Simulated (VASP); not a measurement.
Band structure of SnSe$_{2}$ (1T layered). Method: vdW-DF2, VASP's PBE PAW potentials (set 64) (plane waves; VASP).

Unless said otherwise, spin-orbit coupling is left out, though it shifts the bands of the heavy elements here.

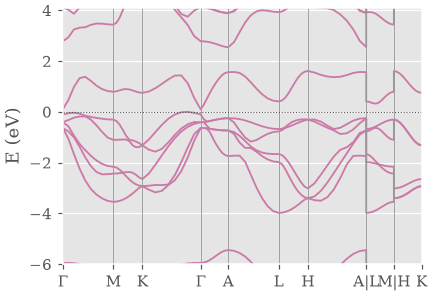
Bands along high-symmetry lines, zero at the valence-band maximum or, without a gap, the Fermi level

Problem. Read the plot: is there a gap, and where are the band edges?

Solution. The gap is indirect, 0.10 eV, from the valence maximum at K-Γ at 0.78 to the conduction minimum at Γ. (Edges off the drawn lines would not show.)

Measured: gap 0.98 eV (computed value off by -0.88 eV), as given by Joseph M. Gonzalez et al., Physical Review B (2016), arXiv:1609.04381.

The compound is SnSe2 in the 1T layered structure. It was relaxed first, which changed the volume by +17 %.
